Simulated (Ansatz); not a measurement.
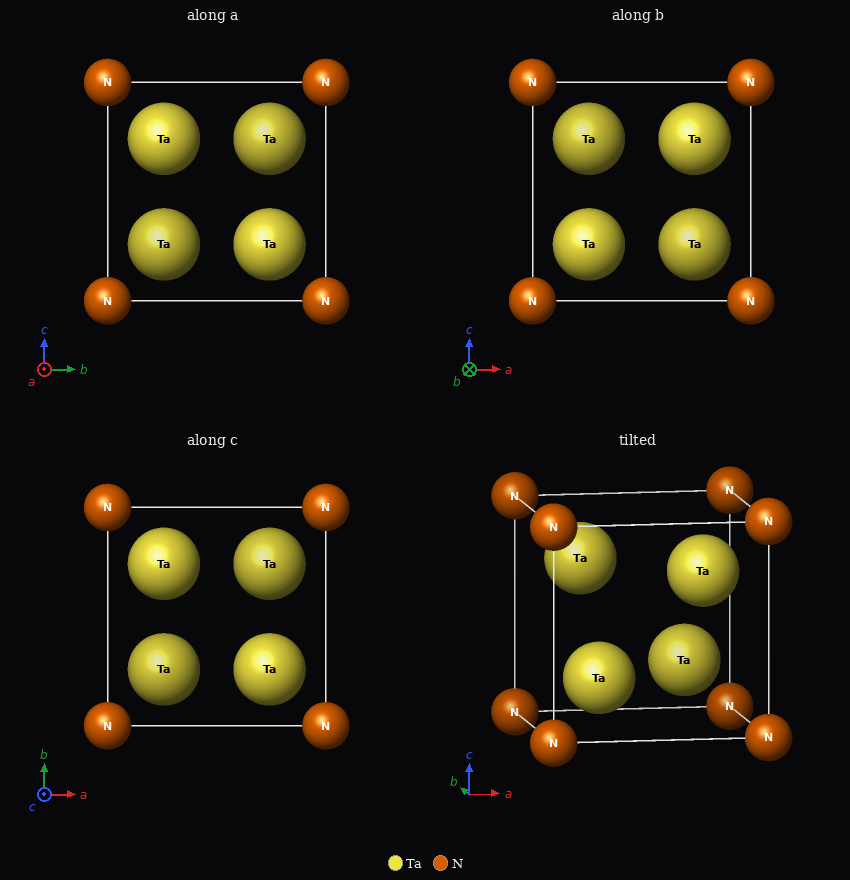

Structure drawing (spheres-only), viewed along the a axis, along the b axis, along the c axis and slightly off an axis. Thin lines show the conventional unit cell, with boundary atoms drawn in all their periodic places.

Lattice parameters: a = 4.402 Å, b = 4.402 Å, c = 4.402 Å, α = 90.00°, β = 90.00°, γ = 90.00°.

Question: From the views, write a table of Wyckoff sites, with free fractional coordinates to two decimals.

Answer: Space group P-43m (No. 215).
| atom | site | x | y | z |
| --- | --- | --- | --- | --- |
| Ta | 4e | 0.26 | 0.74 | 0.74 |
| N | 1a | 0.00 | 0.00 | 0.00 |

Starting structure: a structure type filled with these elements by a generator (whether the compound takes this form wasn't checked). It is drawn as it came out of a relaxation with DFT PBE, scalar-relativistic, plane waves, PAW (Ansatz 0.2.0).
